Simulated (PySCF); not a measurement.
# C₂H₄OS₂Si: electronic excitations and core binding energies

Aim: predict the electronic excitations and core binding energies of C₂H₄OS₂Si (`O[SiH]1SC=CS1`).

The runs use PySCF 2.14.0, with density-fitted response routines of our own; the level of theory stands in each step. All values are computed, except where a source is named. Atoms count from 0, in the outputs and in this text.

### Step 1. The molecule as given

10 atoms, charge 0, multiplicity 1; geometry from: GFN2-xTB.

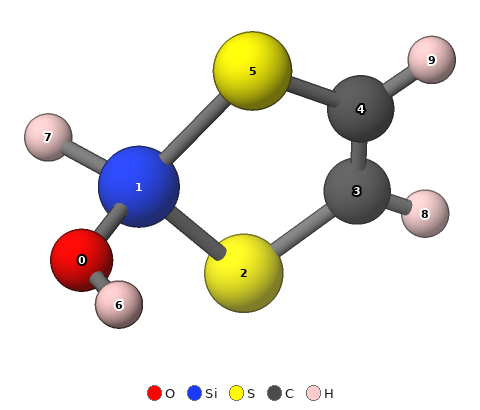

The starting geometry (oxygen red, silicon blue, sulfur yellow, carbon dark grey, hydrogen pink), atoms numbered.

### Step 2. Ultraviolet spectrum: wB97X-D/def2-SVPD

The job: settings as JSON, then the geometry in Å.

```
{"job": {"kind": "uv", "xc": "wB97X-D", "basis": "def2-SVPD", "nstates": 8, "ntriplets": 3}, "charge": 0, "multiplicity": 1}
O     -2.559279    -0.169997     0.680756
Si    -1.151411    -0.647993     0.057968
S      0.398502    -0.994252     1.506680
C      1.605686     0.029854     0.761410
C      1.379015     0.769507    -0.318925
S     -0.158872     0.826290    -1.151347
H     -2.680360     0.599895     1.234370
H     -1.512196    -1.835795    -0.679813
H      2.555762     0.022276     1.267041
H      2.132035     1.404869    -0.751904
```

Method: TDDFT wB97X-D/def2-SVPD, vertical, gas phase, core orbitals frozen in the response.

The run is started by

```bash
$ OMP_NUM_THREADS=1 python probes_run.py task.json out
```

One launch serves the whole session: the jobs run in the order shown.

The log of the run:

```text
coarse grid: 10616 points
cycle   1  E = -1239.0657549196  dE =  1.035e+00  |g| = 6.755e-01  |ddm| = 4.965e+00
cycle   2  E = -1239.0479269520  dE =  1.783e-02  |g| = 7.918e-01  |ddm| = 1.787e+00
cycle   3  E = -1239.1640738404  dE = -1.161e-01  |g| = 6.004e-02  |ddm| = 8.861e-01
cycle   4  E = -1239.1649591823  dE = -8.853e-04  |g| = 2.231e-02  |ddm| = 1.587e-01
cycle   5  E = -1239.1651166166  dE = -1.574e-04  |g| = 5.704e-03  |ddm| = 6.389e-02
cycle   6  E = -1239.1651294694  dE = -1.285e-05  |g| = 1.528e-03  |ddm| = 2.829e-02
cycle   7  E = -1239.1651305371  dE = -1.068e-06  |g| = 6.246e-04  |ddm| = 4.223e-03
final grid: 90536 points
cycle   8  E = -1239.3036551672  dE = -7.744e-05  |g| = 5.230e-03  |ddm| = 1.020e-01
cycle   9  E = -1239.3036584450  dE = -3.278e-06  |g| = 3.924e-03  |ddm| = 1.856e-02
cycle  10  E = -1239.3036620012  dE = -3.556e-06  |g| = 7.968e-04  |ddm| = 7.487e-03
cycle  11  E = -1239.3036621512  dE = -1.500e-07  |g| = 2.586e-04  |ddm| = 1.336e-03
cycle  12  E = -1239.3036621721  dE = -2.091e-08  |g| = 7.941e-05  |ddm| = 6.771e-04
cycle  13  E = -1239.3036621743  dE = -2.182e-09  |g| = 2.924e-05  |ddm| = 2.724e-04
cycle  14  E = -1239.3036621747  dE = -3.331e-10  |g| = 7.938e-06  |ddm| = 8.070e-05
converged SCF energy = -1239.3036621747

Static polarisability (au): isotropic 86.649, principal 66.383 94.563 99.001

Singlet excitations
state   eV       nm        f      main configurations
  1   4.7507    261.0   0.00296   H->L 0.88
  2   5.2946    234.2   0.07931   H->L+1 0.95
  3   6.0471    205.0   0.05014   H->L+2 0.84
  4   6.1135    202.8   0.01394   H->L+3 0.44, H-1->L 0.32, H->L+5 0.12
  5   6.3880    194.1   0.00567   H->L+4 0.45, H->L+7 0.38
  6   6.4363    192.6   0.01535   H->L+3 0.34, H-1->L 0.31, H->L+9 0.16
  7   6.6521    186.4   0.02048   H->L+6 0.80
  8   6.8852    180.1   0.03478   H-1->L+1 0.63, H->L+7 0.15, H->L+4 0.12

Triplet excitations (Tamm-Dancoff, eV): 3.7313 4.4833 5.7644
```

Wall time 50 s (1 thread of Arm Neoverse N1, shared host); peak memory 0.71 GiB.

The orbitals next to the gap, with their largest atomic shares:

```
orbital      eV                       atoms
 HOMO−3  -11.42  Si1 20 %, O0 17 %, S2 17 %
 HOMO−2  -10.62  S2 36 %, S5 36 %, Si1 12 %
 HOMO−1   -9.94    S2 36 %, S5 36 %, C4 9 %
   HOMO   -8.11   S2 24 %, S5 24 %, C4 20 %
   LUMO    1.27  S2 29 %, S5 29 %, Si1 19 %
 LUMO+1    1.42   C3 27 %, C4 27 %, S5 12 %
 LUMO+2    1.76  S2 22 %, S5 22 %, Si1 19 %
```

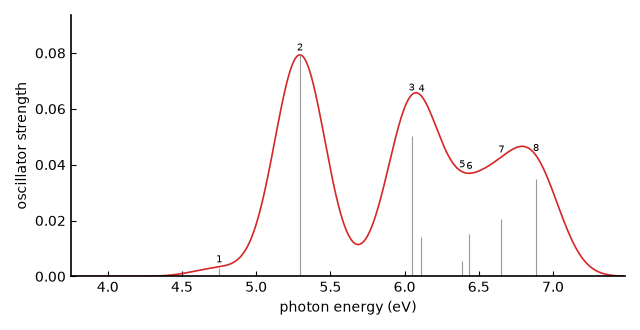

Absorption spectrum from the 8 singlet states computed; above the last one it falls off for lack of states. Lines are broadened to a width of 0.40 eV (Gaussian).

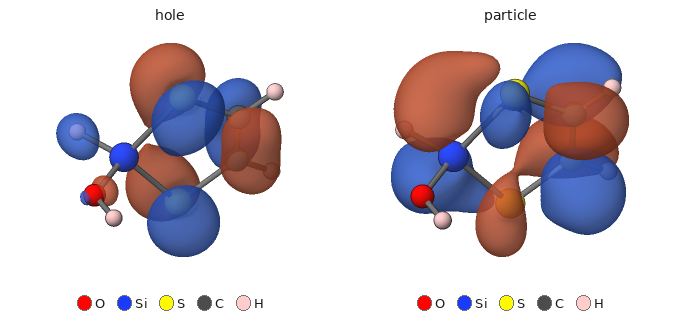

Leading natural transition orbitals of singlet state 2: the electron leaves the hole (left) for the particle orbital (right).

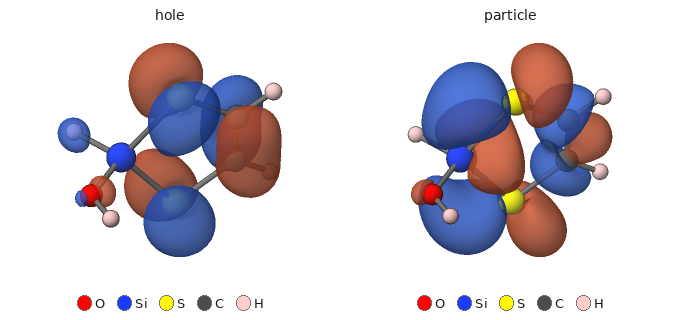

Leading natural transition orbitals of singlet state 1: the electron leaves the hole (left) for the particle orbital (right).

Ground-state properties from the same run:

```csv
property,computed
dipole moment (D),1.32
polarisability (Å³),12.84
HOMO–LUMO gap (eV),9.38
−ε(HOMO) (eV),8.11
```

The fields below are evaluated on a grid from the run's orbitals.

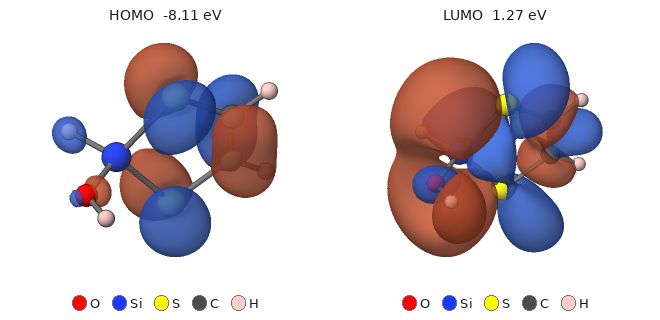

wB97X-D/def2-SVPD orbitals near the gap, drawn at the value that encloses 70 % of each; the two colours are the two signs.

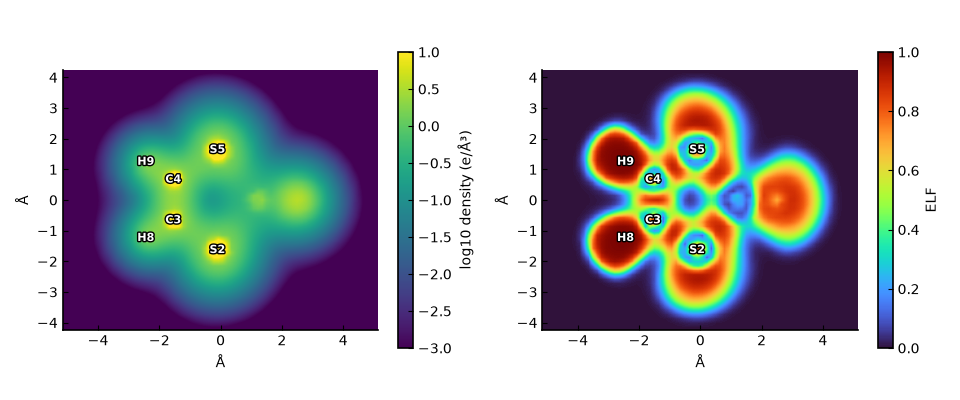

Density (left) and ELF (right) in a plane through or near 6 of the atoms.

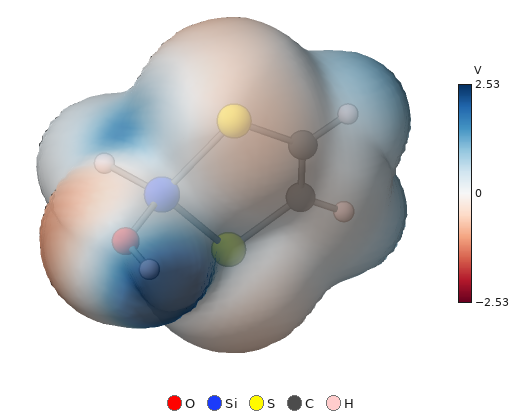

The potential that a unit positive charge feels on the 0.002 e/bohr³ surface, from -0.96 V near O0 to 2.53 V near H6.

### Step 3. X-ray photoelectron lines: SCAN, X2C

Settings changed since step 2:

```diff
@@ -1,2 +1,2 @@
-{"job": {"kind": "uv", "xc": "wB97X-D", "basis": "def2-SVPD", "nstates": 8, "ntriplets": 3}, "charge": 0, "multiplicity": 1}
+{"job": {"kind": "xps"}, "charge": 0, "multiplicity": 1}
 O     -2.559279    -0.169997     0.680756
```

Level: delta-SCF UKS SCAN, pcX-2 on the ionised atom, pcseg-1 elsewhere, spin-free X2C.

The log of the run:

```text
ground state, core basis on atom 0 (O), 147 functions
  cycle   1  E = -1242.18879516  |g| = 8.54e-01
  cycle   2  E = -1241.80855660  |g| = 1.64e+00
  cycle   3  E = -1242.31356461  |g| = 1.85e-01
  cycle   4  E = -1242.32119754  |g| = 6.90e-02
  cycle   5  E = -1242.32250828  |g| = 2.64e-02
  cycle   6  E = -1242.32270202  |g| = 1.05e-02
  cycle   7  E = -1242.32272791  |g| = 4.31e-03
  cycle   8  E = -1242.32273225  |g| = 1.20e-03
  cycle   9  E = -1242.32273285  |g| = 2.67e-04
  E(ground) = -1242.38666017 Eh
hole in O 1s of atom 0
  cycle   1  E = -1221.69575609  |g| = 2.22e+00
  cycle   2  E = -1219.67057949  |g| = 2.59e+00
  cycle   3  E = -1222.03093213  |g| = 8.88e-01
  cycle   4  E = -1222.34177897  |g| = 5.26e-01
  cycle   5  E = -1222.49923802  |g| = 1.60e-01
  cycle   6  E = -1222.51277379  |g| = 4.95e-02
  cycle   7  E = -1222.51415925  |g| = 1.48e-02
  cycle   8  E = -1222.51427001  |g| = 7.21e-03
  cycle   9  E = -1222.51430224  |g| = 2.27e-03
  cycle  10  E = -1222.51430289  |g| = 1.97e-03
  cycle  11  E = -1222.51430501  |g| = 2.55e-04
  E(ion) = -1222.58011352 Eh   <S^2> = 0.7618   hole on atom = 1.000   binding energy = 538.964 eV
ground state, core basis on atom 1 (Si), 158 functions
  cycle   1  E = -1242.39359721  |g| = 2.98e-01
  cycle   2  E = -1242.39120970  |g| = 1.42e-01
  cycle   3  E = -1242.38996823  |g| = 1.60e-01
  cycle   4  E = -1242.39484015  |g| = 1.41e-02
  cycle   5  E = -1242.39486703  |g| = 4.84e-03
  cycle   6  E = -1242.39487637  |g| = 1.31e-03
  cycle   7  E = -1242.39487439  |g| = 4.53e-04
  E(ground) = -1242.42075790 Eh
hole in Si 1s of atom 1
  cycle   1  E = -1173.41190471  |g| = 4.35e+00
  cycle   2  E = -1172.29384593  |g| = 2.63e+00
  cycle   3  E = -1170.30088250  |g| = 2.18e+00
  cycle   4  E = -1173.92171063  |g| = 1.06e+00
  cycle   5  E = -1174.43706838  |g| = 2.72e-01
  cycle   6  E = -1174.46728918  |g| = 1.12e-01
  cycle   7  E = -1174.47447698  |g| = 1.55e-02
  cycle   8  E = -1174.47458672  |g| = 5.90e-03
  cycle   9  E = -1174.47460133  |g| = 3.65e-03
  cycle  10  E = -1174.47460762  |g| = 8.87e-04
  cycle  11  E = -1174.47460645  |g| = 3.99e-04
  E(ion) = -1174.50953672 Eh   <S^2> = 0.7524   hole on atom = 1.000   binding energy = 1847.958 eV
hole in Si 2p of atom 1
  cycle   1  E = -1238.07710830  |g| = 1.25e+00
  cycle   2  E = -1237.14306651  |g| = 1.64e+00
  cycle   3  E = -1238.18550010  |g| = 5.58e-01
  cycle   4  E = -1238.38934281  |g| = 1.82e-01
  cycle   5  E = -1238.40258686  |g| = 1.22e-01
  cycle   6  E = -1238.40941194  |g| = 2.06e-02
  cycle   7  E = -1238.40956619  |g| = 9.29e-03
  cycle   8  E = -1238.40960174  |g| = 3.75e-03
  cycle   9  E = -1238.40960919  |g| = 7.02e-04
  cycle  10  E = -1238.40960868  |g| = 5.94e-04
  cycle  11  E = -1238.40960784  |g| = 2.84e-04
  E(ion) = -1238.44761984 Eh   <S^2> = 0.7518   hole on atom = 1.003   binding energy = 108.115 eV
  2p3/2 = 107.949 eV   2p1/2 = 108.576 eV
ground state, core basis on atom 2 (S), 158 functions
  cycle   1  E = -1242.43743985  |g| = 4.06e-01
  cycle   2  E = -1242.43705199  |g| = 5.99e-02
  cycle   3  E = -1242.43573799  |g| = 9.29e-02
  cycle   4  E = -1242.43800775  |g| = 9.47e-03
  cycle   5  E = -1242.43801868  |g| = 6.43e-03
  cycle   6  E = -1242.43803135  |g| = 9.83e-04
  cycle   7  E = -1242.43802961  |g| = 3.01e-04
  E(ground) = -1242.49097797 Eh
hole in S 1s of atom 2
  cycle   1  E = -1150.18699960  |g| = 5.08e+00
  cycle   2  E = -1148.52358868  |g| = 2.72e+00
  cycle   3  E = -1141.23218010  |g| = 3.09e+00
  cycle   4  E = -1151.36244974  |g| = 3.07e-01
  cycle   5  E = -1151.32684180  |g| = 4.14e-01
  cycle   6  E = -1151.41111251  |g| = 7.82e-02
  cycle   7  E = -1151.41363187  |g| = 3.06e-02
  cycle   8  E = -1151.41403531  |g| = 9.32e-03
  cycle   9  E = -1151.41407920  |g| = 3.51e-03
  cycle  10  E = -1151.41408754  |g| = 1.07e-03
  cycle  11  E = -1151.41408349  |g| = 4.37e-04
  E(ion) = -1151.45902208 Eh   <S^2> = 0.7514   hole on atom = 1.000   binding energy = 2477.106 eV
hole in S 2p of atom 2
  cycle   1  E = -1235.74004765  |g| = 1.52e+00
  cycle   2  E = -1233.83857903  |g| = 1.98e+00
  cycle   3  E = -1235.41842807  |g| = 1.04e+00
  cycle   4  E = -1236.16464450  |g| = 2.29e-01
  cycle   5  E = -1236.15930845  |g| = 2.52e-01
  cycle   6  E = -1236.19102783  |g| = 4.35e-02
  cycle   7  E = -1236.19179828  |g| = 2.02e-02
  cycle   8  E = -1236.19196164  |g| = 8.85e-03
  cycle   9  E = -1236.19200195  |g| = 1.93e-03
  cycle  10  E = -1236.19200460  |g| = 1.27e-03
  cycle  11  E = -1236.19200553  |g| = 5.82e-04
  cycle  12  E = -1236.19200633  |g| = 3.43e-04
  E(ion) = -1236.25187230 Eh   <S^2> = 0.7545   hole on atom = 1.001   binding energy = 169.775 eV
  2p3/2 = 169.233 eV   2p1/2 = 170.470 eV
ground state, core basis on atom 3 (C), 147 functions
  cycle   1  E = -1242.29229015  |g| = 6.24e-02
  cycle   2  E = -1242.29192485  |g| = 4.68e-02
  cycle   3  E = -1242.29226283  |g| = 3.12e-02
  cycle   4  E = -1242.29249489  |g| = 9.11e-03
  cycle   5  E = -1242.29251858  |g| = 1.63e-03
  cycle   6  E = -1242.29251778  |g| = 4.07e-04
  E(ground) = -1242.35959531 Eh
hole in C 1s of atom 3
  cycle   1  E = -1231.00223982  |g| = 1.52e+00
  cycle   2  E = -1229.16932505  |g| = 2.35e+00
  cycle   3  E = -1231.36804838  |g| = 6.04e-01
  cycle   4  E = -1231.41694961  |g| = 5.35e-01
  cycle   5  E = -1231.59263427  |g| = 1.23e-01
  cycle   6  E = -1231.59863534  |g| = 5.44e-02
  cycle   7  E = -1231.59990324  |g| = 2.66e-02
  cycle   8  E = -1231.60042073  |g| = 8.14e-03
  cycle   9  E = -1231.60050800  |g| = 5.33e-03
  cycle  10  E = -1231.60055040  |g| = 4.68e-03
  cycle  11  E = -1231.60057693  |g| = 1.76e-03
  cycle  12  E = -1231.60058157  |g| = 7.62e-04
  cycle  13  E = -1231.60057979  |g| = 2.98e-04
  E(ion) = -1231.66845812 Eh   <S^2> = 0.8079   hole on atom = 1.000   binding energy = 290.921 eV
```

It took 81 s on 1 thread of Arm Neoverse N1, shared host; peak memory 0.5 GiB.

The holes in one table. −ε is the ground-state orbital energy:

```csv
hole,stands for,environment,ΔSCF (eV; 2p as the shell's mean),−ε (eV),⟨S²⟩
O1s on O0,O0,"oxygen bonded to Si, H",538.96,517.3,0.762
Si1s on Si1,Si1,"silicon bonded to O, 2 S, H, in a 5-membered ring",1847.96,1794.9,0.752
Si2p on Si1,Si1,"silicon bonded to O, 2 S, H, in a 5-membered ring",108.16,97.6,0.752
S1s on S2,"S2, S5","sulfur bonded to C, Si, in a 5-membered ring",2477.11,2415.3,0.751
S2p on S2,"S2, S5","sulfur bonded to C, Si, in a 5-membered ring",169.65,158.4,0.754
C1s on C3,"C3, C4",alkene CH,290.92,274.9,0.808
```

Each hole run stands for the others of its class of like atoms.

With the spin-orbit splitting: Si1 2p3/2 107.95, 2p1/2 108.58 eV; S2 2p3/2 169.23, 2p1/2 170.47 eV. The table gives each 2p level as the mean over the whole 2p shell (two parts 2p3/2, one part 2p1/2), which differs a little from the single hole in the log.

### Step 4. Results

```
                                quantity                        value
      lowest singlet (wB97X-D/def2-SVPD)  4.75 eV (261 nm), f = 0.003
brightest single state of those computed  state 2, 5.29 eV, f = 0.079
                          lowest triplet                      3.73 eV
   surface potential, least and greatest           -0.96 V and 2.53 V
        O1s binding energies, SCAN/pcX-2                 O0 538.96 eV
       Si1s binding energies, SCAN/pcX-2               Si1 1847.96 eV
       Si2p binding energies, SCAN/pcX-2                Si1 108.16 eV
        S1s binding energies, SCAN/pcX-2                S2 2477.11 eV
        S2p binding energies, SCAN/pcX-2                 S2 169.65 eV
        C1s binding energies, SCAN/pcX-2                 C3 290.92 eV
```

What this shows: The first singlet state (HOMO→LUMO 0.88) lies at 4.75 eV and is weak; of the 8 states computed, the strongest absorption comes from state 2 at 5.29 eV (the last state computed is bright too, and its partners may lie past the list). The lowest triplet lies 1.02 eV below the lowest singlet (triplets in Tamm-Dancoff, singlets in full TDDFT).
